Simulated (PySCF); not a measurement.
# C2Cl4F2: NMR shifts at several levels of theory, part 2 of 2

PySCF 2.14.0. Atoms count from 0.

**6. Shielding tensors: PBE0/cc-pVTZ**

The job: settings as JSON, then the geometry in Å.

```
{"job": {"kind": "nmr", "xc": "PBE0", "basis": "cc-pVTZ", "pop": true}, "charge": 0, "multiplicity": 1}
F      1.254930     0.701540    -1.047237
C      0.752161     0.213590     0.087544
Cl     1.707351    -1.188971     0.573187
Cl     0.794664     1.456836     1.329513
C     -0.718325    -0.236205    -0.209986
F     -0.661960    -1.177055    -1.152857
Cl    -1.636501     1.136009    -0.833653
Cl    -1.483262    -0.896333     1.228924
```

Method: GIAO PBE0/cc-pVTZ NMR shielding, non-relativistic, gas phase.

Standard output:

```text
coarse grid: 10840 points
cycle   1  E = -2115.7473504123  dE =  1.398e+00  |g| = 9.901e-01  |ddm| = 4.634e+00
cycle   2  E = -2115.1788991586  dE =  5.685e-01  |g| = 2.035e+00  |ddm| = 3.215e+00
cycle   3  E = -2115.9456769661  dE = -7.668e-01  |g| = 8.382e-02  |ddm| = 2.149e+00
cycle   4  E = -2115.9459821030  dE = -3.051e-04  |g| = 6.620e-02  |ddm| = 1.528e-01
cycle   5  E = -2115.9469187264  dE = -9.366e-04  |g| = 1.469e-02  |ddm| = 8.543e-02
cycle   6  E = -2115.9469549441  dE = -3.622e-05  |g| = 2.407e-03  |ddm| = 1.970e-02
cycle   7  E = -2115.9469562138  dE = -1.270e-06  |g| = 5.932e-04  |ddm| = 3.854e-03
final grid: 92608 points
cycle   8  E = -2115.9804235091  dE = -5.059e-05  |g| = 5.660e-03  |ddm| = 4.444e-02
cycle   9  E = -2115.9804163495  dE =  7.160e-06  |g| = 8.690e-03  |ddm| = 1.656e-02
cycle  10  E = -2115.9804290939  dE = -1.274e-05  |g| = 1.004e-03  |ddm| = 9.338e-03
cycle  11  E = -2115.9804292568  dE = -1.628e-07  |g| = 3.525e-04  |ddm| = 1.261e-03
cycle  12  E = -2115.9804292821  dE = -2.538e-08  |g| = 1.023e-04  |ddm| = 5.709e-04
cycle  13  E = -2115.9804292843  dE = -2.166e-09  |g| = 1.034e-05  |ddm| = 1.303e-04
cycle  14  E = -2115.9804292843  dE = -1.728e-11  |g| = 2.805e-06  |ddm| = 1.557e-05
converged SCF energy = -2115.9804292843

GIAO shielding tensors (ppm)
atom      isotropic    diamagn.    paramagn.     s11        s22        s33       span
  0 F      254.738     468.207    -213.469    183.342    278.291    302.580    119.238
  1 C       52.628     238.106    -185.477     38.003     58.272     61.610     23.608
  2 Cl     604.676    1144.491    -539.815    324.171    494.226    995.630    671.459
  3 Cl     593.293    1144.322    -551.029    320.920    468.618    990.341    669.422
  4 C       52.620     238.087    -185.467     38.036     58.342     61.482     23.447
  5 F      254.755     468.222    -213.467    183.445    278.488    302.334    118.889
  6 Cl     604.866    1144.489    -539.623    324.698    494.287    995.612    670.914
  7 Cl     592.799    1144.325    -551.526    320.109    467.668    990.619    670.510
```

It took 43 s on 1 thread, shared host.

Key values: δ C1 134.7, F0 -72.1, Cl2 354 ppm (means over like atoms).

**7. NMR shieldings: PBE0/aug-cc-pVDZ**

The job, as its differences from that of step 6:

```diff
@@ -1,2 +1,2 @@
-{"job": {"kind": "nmr", "xc": "PBE0", "basis": "cc-pVTZ", "pop": true}, "charge": 0, "multiplicity": 1}
+{"job": {"kind": "nmr", "xc": "PBE0", "basis": "aug-cc-pVDZ", "pop": true}, "charge": 0, "multiplicity": 1}
 F      1.254930     0.701540    -1.047237
```

Level: GIAO PBE0/aug-cc-pVDZ NMR shielding, non-relativistic, gas phase.

Standard output:

```text
coarse grid: 10840 points
cycle   1  E = -2115.6312706800  dE =  1.437e+00  |g| = 9.496e-01  |ddm| = 4.981e+00
cycle   2  E = -2115.0832956526  dE =  5.480e-01  |g| = 1.939e+00  |ddm| = 4.166e+00
cycle   3  E = -2115.8270526820  dE = -7.438e-01  |g| = 7.087e-02  |ddm| = 2.748e+00
cycle   4  E = -2115.8273742026  dE = -3.215e-04  |g| = 5.546e-02  |ddm| = 1.738e-01
cycle   5  E = -2115.8280652891  dE = -6.911e-04  |g| = 1.289e-02  |ddm| = 8.991e-02
cycle   6  E = -2115.8280960136  dE = -3.072e-05  |g| = 2.164e-03  |ddm| = 2.261e-02
cycle   7  E = -2115.8280971897  dE = -1.176e-06  |g| = 4.579e-04  |ddm| = 5.303e-03
final grid: 92608 points
cycle   8  E = -2115.8632805180  dE = -2.108e-05  |g| = 5.844e-03  |ddm| = 8.744e-02
cycle   9  E = -2115.8632686073  dE =  1.191e-05  |g| = 9.897e-03  |ddm| = 2.285e-02
cycle  10  E = -2115.8632874295  dE = -1.882e-05  |g| = 6.282e-04  |ddm| = 1.356e-02
cycle  11  E = -2115.8632875088  dE = -7.931e-08  |g| = 3.142e-04  |ddm| = 1.563e-03
cycle  12  E = -2115.8632875313  dE = -2.250e-08  |g| = 4.944e-05  |ddm| = 5.213e-04
cycle  13  E = -2115.8632875318  dE = -4.475e-10  |g| = 7.503e-06  |ddm| = 8.994e-05
converged SCF energy = -2115.8632875318

GIAO shielding tensors (ppm)
atom      isotropic    diamagn.    paramagn.     s11        s22        s33       span
  0 F      263.996     468.419    -204.423    194.337    285.680    311.971    117.635
  1 C       63.920     243.079    -179.159     48.742     69.749     73.269     24.526
  2 Cl     614.830    1142.770    -527.940    337.011    511.035    996.443    659.432
  3 Cl     601.589    1142.372    -540.783    332.462    481.420    990.886    658.424
  4 C       63.912     243.016    -179.104     48.774     69.766     73.197     24.423
  5 F      264.021     468.390    -204.369    194.454    285.886    311.723    117.269
  6 Cl     615.011    1142.768    -527.757    337.537    511.069    996.429    658.892
  7 Cl     601.098    1142.374    -541.275    331.642    480.490    991.163    659.521
```

It took 27 s on 1 thread, shared host.

Key values: δ C1 131.2, F0 -69.9, Cl2 360 ppm (means over like atoms).

**8. Nuclear shieldings: PBE0/IGLO-III**

The job, as its differences from that of step 7:

```diff
@@ -1,2 +1,2 @@
-{"job": {"kind": "nmr", "xc": "PBE0", "basis": "aug-cc-pVDZ", "pop": true}, "charge": 0, "multiplicity": 1}
+{"job": {"kind": "nmr", "xc": "PBE0", "basis": "IGLO-III", "pop": true}, "charge": 0, "multiplicity": 1}
 F      1.254930     0.701540    -1.047237
```

With the program's defaults for keys left out, this is: GIAO PBE0/IGLO-III NMR shielding, non-relativistic, gas phase.

Standard output:

```text
coarse grid: 10840 points
cycle   1  E = -2115.7183894894  dE =  1.194e+00  |g| = 1.015e+00  |ddm| = 3.190e+00
cycle   2  E = -2115.1791253589  dE =  5.393e-01  |g| = 2.004e+00  |ddm| = 1.538e+00
cycle   3  E = -2115.9116744264  dE = -7.325e-01  |g| = 9.570e-02  |ddm| = 9.973e-01
cycle   4  E = -2115.9121280016  dE = -4.536e-04  |g| = 7.060e-02  |ddm| = 9.892e-02
cycle   5  E = -2115.9130638826  dE = -9.359e-04  |g| = 1.734e-02  |ddm| = 4.654e-02
cycle   6  E = -2115.9131107137  dE = -4.683e-05  |g| = 4.791e-03  |ddm| = 1.214e-02
cycle   7  E = -2115.9131149097  dE = -4.196e-06  |g| = 6.845e-04  |ddm| = 4.376e-03
final grid: 92608 points
cycle   8  E = -2115.9551038553  dE = -1.206e-04  |g| = 6.476e-03  |ddm| = 3.662e-02
cycle   9  E = -2115.9550972650  dE =  6.590e-06  |g| = 8.397e-03  |ddm| = 8.267e-03
cycle  10  E = -2115.9551088520  dE = -1.159e-05  |g| = 1.916e-03  |ddm| = 5.064e-03
cycle  11  E = -2115.9551094050  dE = -5.530e-07  |g| = 3.314e-04  |ddm| = 1.030e-03
cycle  12  E = -2115.9551094190  dE = -1.397e-08  |g| = 2.075e-04  |ddm| = 3.172e-04
cycle  13  E = -2115.9551094277  dE = -8.685e-09  |g| = 1.277e-05  |ddm| = 1.238e-04
cycle  14  E = -2115.9551094277  dE = -2.638e-11  |g| = 3.213e-06  |ddm| = 1.256e-05
converged SCF energy = -2115.9551094277

GIAO shielding tensors (ppm)
atom      isotropic    diamagn.    paramagn.     s11        s22        s33       span
  0 F      248.458     462.287    -213.829    174.843    272.587    297.943    123.100
  1 C       46.920     254.398    -207.478     31.694     52.842     56.224     24.530
  2 Cl     563.599    1146.467    -582.867    257.966    445.568    987.264    729.298
  3 Cl     549.527    1146.595    -597.068    253.101    413.284    982.195    729.094
  4 C       46.912     254.381    -207.469     31.730     52.920     56.087     24.357
  5 F      248.477     462.284    -213.807    174.946    272.803    297.681    122.735
  6 Cl     563.802    1146.462    -582.660    258.532    445.620    987.254    728.721
  7 Cl     549.000    1146.598    -597.598    252.227    412.282    982.491    730.264
```

Run time: 52 s. Hardware: 1 thread, shared host.

This run: δ C1 136.9, F0 -73.8, Cl2 388 ppm (means over like atoms).

**9. Comparing the runs: NMR shifts**

Shifts (ppm), means over like atoms, with basis size and wall time (the measured row can stand on another reference than the computed rows):

```csv
run,C1,F0,Cl2,functions,time
PBE0/def2-SVP,135.5,-65.6,325,128,12 s
PBE0/def2-TZVP,135.9,-73.1,386,272,44 s
PBE0/cc-pVDZ,136.0,-69.4,335,128,14 s
PBE0/cc-pVTZ,134.7,-72.1,354,256,43 s
PBE0/aug-cc-pVDZ,131.2,-69.9,360,200,27 s
PBE0/IGLO-III,136.9,-73.8,388,316,52 s
measured,–,-67.8,–,–,–
```

Measured: University of Colorado NMR facility, 19F NMR Reference Standards.

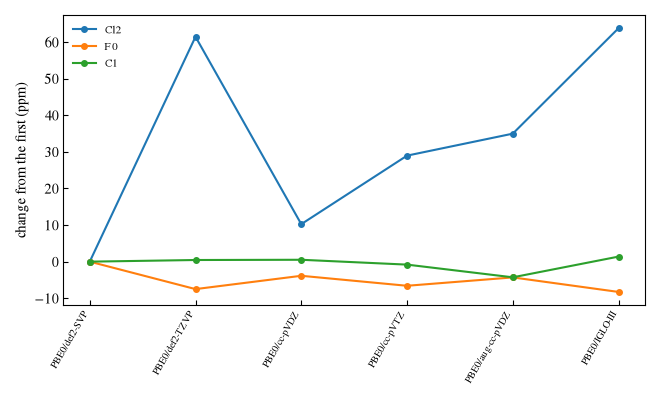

How the tabulated atoms move from run to run.

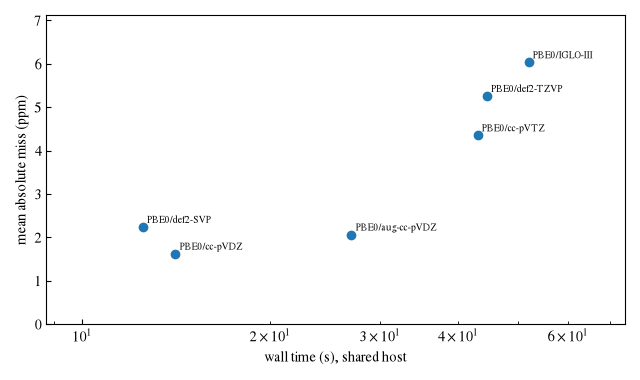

Cost against miss for the one measured 19F shift.

**10. Summary of results**

This closing draws on all 2 parts.

| quantity | value |
| --- | --- |
| point group | C2 |
| rotational constants (main isotopes) | 1.24, 0.94, 0.85 GHz |
| 13C shifts against TMS (PBE0/def2-SVP, means over atoms taken as alike) | 135.5 ppm |
| 19F shifts against CFCl3 (PBE0/def2-SVP, means over atoms taken as alike) | -65.6 ppm |
| 35Cl shifts against HCl (PBE0/def2-SVP, means over atoms taken as alike) | 325 ppm |
| measured, and computed on the same scale | F0 δ -67.8, -65.6 ppm |
| range of the shift of Cl2 | 325 to 388 ppm |

Single values in the summary come from the first run of each kind that ended normally (PBE0/def2-SVP), which need not be the best level. Over 3 steps the energy fell by 0.034 eV; of the close pairs, C1–C4 changed most, 1.540 to 1.566 Å. C1, C4 stand next to heavy halogen, whose spin-orbit shielding this run leaves out, so the computed shift lies too far downfield, most of all for carbon beside Br or I. At PBE0/def2-SVP: The largest span, 601 ppm, is at Cl2, Cl3, Cl6, Cl7, where the paramagnetic term is -500 ppm. The one measured 19F shift is missed by +2.2 ppm (computed less measured, unscaled). Vibration, temperature and solvent are missing from the calculation, so part of the miss against the measured shifts is not the functional's. Across the 6 runs the shift of Cl2 (with its like atoms) moves most, between 325 (PBE0/def2-SVP) and 388 ppm (PBE0/IGLO-III). For the one measured 19F shift, PBE0/cc-pVDZ misses least (1.6 ppm, 14 s) and PBE0/IGLO-III most (6.0 ppm, 52 s); the quickest, PBE0/def2-SVP, misses by 2.2 ppm in 12 s. One molecule ranks no method: errors cancel, and vibration and temperature are missing from all runs.
